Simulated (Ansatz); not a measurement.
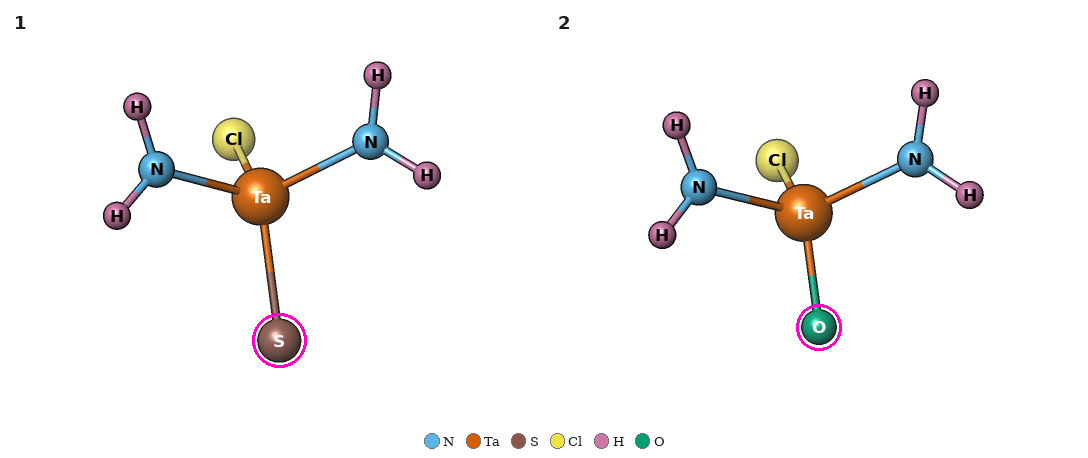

2 molecules with one skeleton, seen from the same side and at one scale; the atom that differs is circled. Charge 0, singlet. Computed geometries: PBE0-D4/def2-TZVP optimisations, one conformation each. Properties computed with Ansatz 0.2.0. Elements past Kr carry core potentials.

One atom differs, called X below: S in panel 1, O in panel 2. Their formulas are ClH4N2STa (`[NH2][Ta]([NH2])(=[S])[Cl]`), ClH4N2OTa (`[NH2][Ta]([NH2])(=[O])[Cl]`).

### In which is the HOMO energy (Kohn–Sham orbital) higher (PBE0-D4/def2-QZVPP)?

In panel 1 (X = S).

### In which is the HOMO–LUMO gap larger (PBE0-D4/def2-QZVPP)?

In panel 2 (X = O).

Give the values. With PBE0-D4/def2-TZVP: length of X–Ta (Å), mean angle N–Ta–X (°). With PBE0-D4/def2-QZVPP: HOMO energy (Kohn–Sham orbital) (eV), HOMO–LUMO gap (eV). With r2SCAN-D4/def2-TZVPP: dipole moment (D).

```tsv
quantity	1 (S)	2 (O)	2 − 1
length of X–Ta (Å)	2.157	1.713	−0.444
mean angle N–Ta–X (°)	107.7	106.3	−1.4
HOMO energy (Kohn–Sham orbital) (eV)	−7.53	−7.92	−0.39
HOMO–LUMO gap (eV)	6.01	6.98	+0.97
dipole moment (D)	4.53	4.33	−0.20
```
